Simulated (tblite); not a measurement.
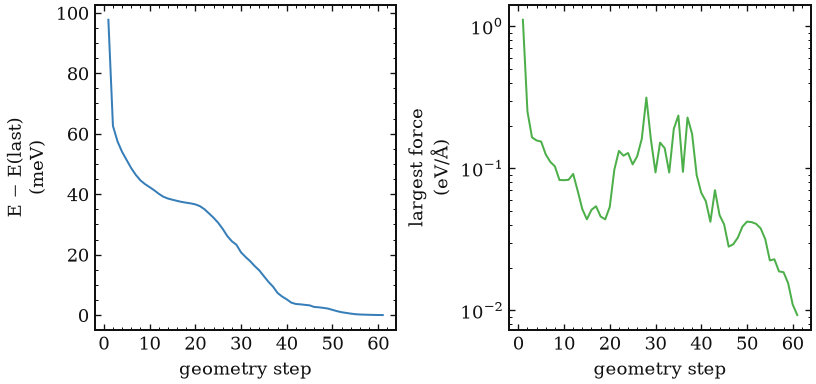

History of a geometry optimisation.

The run: C$_{4}$H$_{10}$N (SMILES [CH2]C[C@H](C)N), multiplicity 2, by GFN2-xTB geometry optimisation, gas phase in tblite.

How did it end, and what did it gain?

The optimisation met its thresholds at geometry 61, counting the start as the first. The energy fell by about 98 meV from the first step to the last. The largest force goes from about 1.1 eV/Å at the start to 9 × 10⁻³ eV/Å at the end.
